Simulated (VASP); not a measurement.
Band structure of AuZn (CsCl type). Level of theory: PBEsol GGA with spin-orbit coupling, VASP's PBE PAW potentials (set 64) (plane waves; VASP).

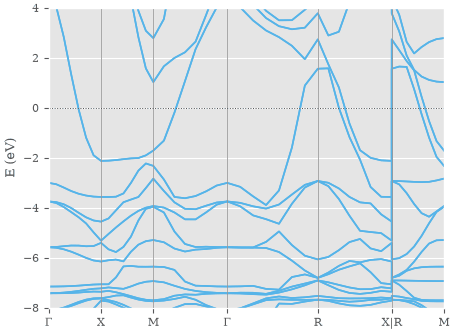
Fig. 1. Bands along high-symmetry lines, zero at the valence-band maximum or, without a gap, the Fermi level

Q: Read the plot: is there a gap, and where are the band edges?

A: It has no gap at this level: it comes out as a metal or semimetal.

The compound is AuZn in the CsCl type structure. It was relaxed first.
